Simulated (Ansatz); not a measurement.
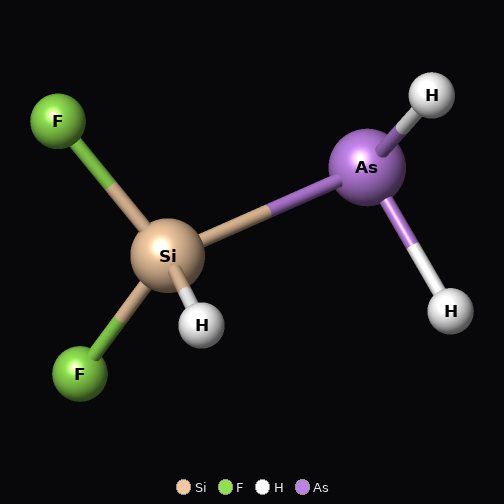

Harmonic vibrations computed with RKS PBE0-D4/def2-TZVP (Ansatz 0.2.0) at a stationary point of the same level.

Is this a minimum or a saddle point?

Answer. A minimum: no imaginary frequency, and the lowest mode lies at 114 cm⁻¹.

List the wavenumbers.

Answer. 15 modes: 114, 153, 195, 321, 385, 600, 628, 820, 822, 869, 951, 982, 2207, 2218, 2260 cm⁻¹.
